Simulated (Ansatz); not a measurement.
```yaml
atoms:
  - { symbol: B, position_ang: [0.0417, 0.4829, -0.0091] }
  - { symbol: N, position_ang: [-0.0154, 0.3279, 1.6988] }
  - { symbol: H, position_ang: [0.0071, -0.6614, 1.9601] }
  - { symbol: H, position_ang: [0.8153, 0.7596, 2.1122] }
  - { symbol: N, position_ang: [1.3235, -0.1668, -0.4092] }
  - { symbol: H, position_ang: [1.2322, -0.9886, -1.0005] }
  - { symbol: H, position_ang: [2.0078, 0.4479, -0.8417] }
  - { symbol: H, position_ang: [-0.9851, -0.1010, -0.3450] }
  - { symbol: H, position_ang: [-0.0083, 1.7019, -0.1482] }
  - { symbol: H, position_ang: [-0.8443, 0.7532, 2.1231] }
```

Level of theory: RKS B3LYP-D4/cc-pVDZ in Ansatz 0.2.0.

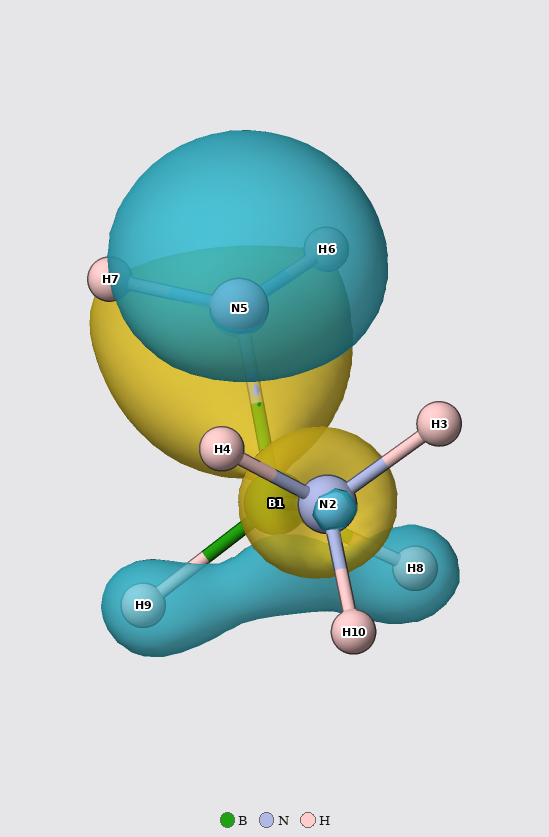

BH$_{7}$N$_{2}$. The HOMO at ±0.15 Å⁻³ᐟ² (yellow and cyan are the two phases), seen at an oblique angle.

### What is the character of this orbital?

By Hirshfeld shares it lies mainly on N5 (about 65 %) and B1 (about 10 %); largely a lone pair of N5. Its energy is −5.57 eV.
